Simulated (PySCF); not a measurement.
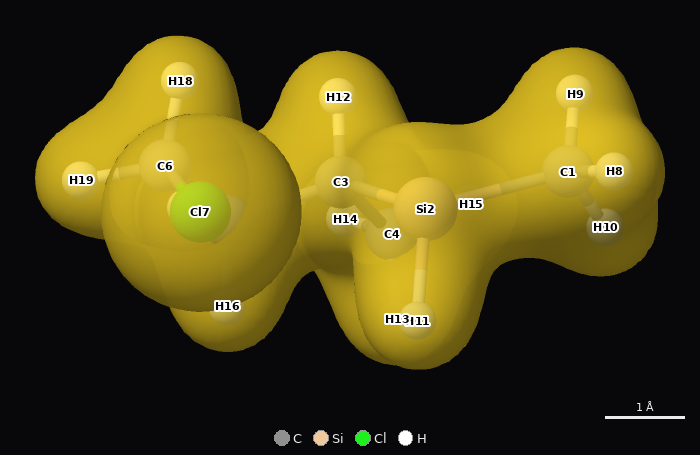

The picture shows: C5H12ClSi (doublet). Isosurface of the electron density at 0.2 e/Å³ (yellow), seen from one side.

Geometry: GFN2-xTB.

Level of theory: PySCF, UKS B3LYP, pcH-1 on C Cl H Si, non-relativistic, mean-field spin-orbit, GIAO.

```yaml
atoms:
  - { symbol: C, position_ang: [2.3797, 1.4824, 0.4177] }
  - { symbol: Si, position_ang: [0.5318, 1.1318, 0.7057] }
  - { symbol: C, position_ang: [-0.0471, -0.3056, -0.4282] }
  - { symbol: C, position_ang: [0.8884, -1.5046, -0.2627] }
  - { symbol: C, position_ang: [-1.4826, -0.7491, -0.1515] }
  - { symbol: C, position_ang: [-2.5249, 0.3164, -0.4399] }
  - { symbol: Cl, position_ang: [-2.5695, 1.5512, 0.8443] }
  - { symbol: H, position_ang: [2.6772, 2.4098, 0.8961] }
  - { symbol: H, position_ang: [2.6158, 1.5665, -0.6391] }
  - { symbol: H, position_ang: [2.9971, 0.6890, 0.8345] }
  - { symbol: H, position_ang: [0.2787, 0.7959, 2.1124] }
  - { symbol: H, position_ang: [0.0036, 0.0100, -1.4768] }
  - { symbol: H, position_ang: [0.8787, -1.8620, 0.7654] }
  - { symbol: H, position_ang: [0.5818, -2.3283, -0.9085] }
  - { symbol: H, position_ang: [1.9095, -1.2365, -0.5223] }
  - { symbol: H, position_ang: [-1.5764, -1.0749, 0.8867] }
  - { symbol: H, position_ang: [-1.7178, -1.6107, -0.7865] }
  - { symbol: H, position_ang: [-2.3078, 0.8402, -1.3708] }
  - { symbol: H, position_ang: [-3.5260, -0.1122, -0.4840] }
```

> Which contacts does the surface bridge?

At this value the surface is in one piece. It bridges the sampled C–C (1.52 Å), C–Cl (1.78 Å), C–Si (1.90 Å) and C–H (1.09 Å) contacts, where the density stays above the isovalue. On the grid the lowest density along these lines, outside the cores, is 1.7 e/Å³ (C–C, 1.52 Å), 1.2 e/Å³ (C–Cl, 1.78 Å), 0.77 e/Å³ (C–Si, 1.90 Å) and 1.9 e/Å³ (C–H, 1.09 Å).
